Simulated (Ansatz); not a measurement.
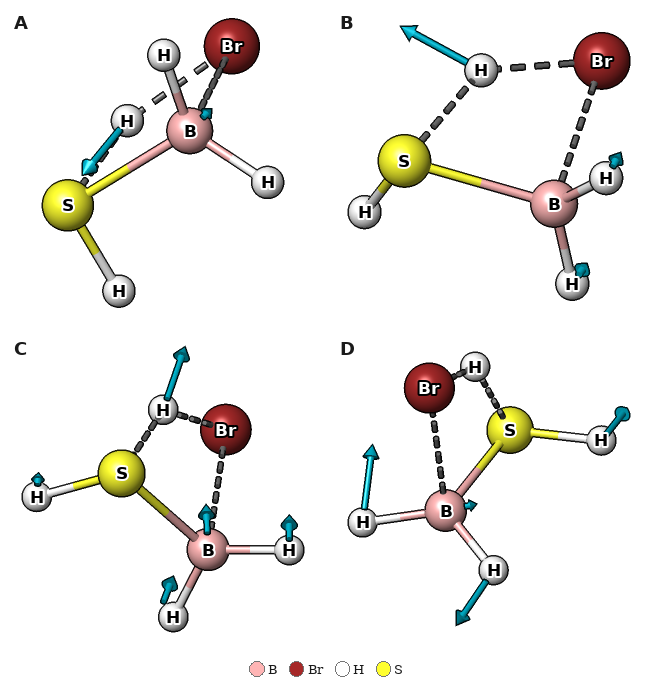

4 normal modes of one molecule or complex, as arrows. Broken sticks mark bonds that form or break. Harmonic vibrations computed with RKS PBE0-D4/def2-TZVP (Ansatz 0.2.0) at a stationary point of the same level. It is a saddle point of order 1.

> Match the panels to the wavenumbers 600i cm⁻¹, 362 cm⁻¹, 595 cm⁻¹, 1196 cm⁻¹.

A: 600i cm⁻¹
B: 1196 cm⁻¹
C: 362 cm⁻¹
D: 595 cm⁻¹
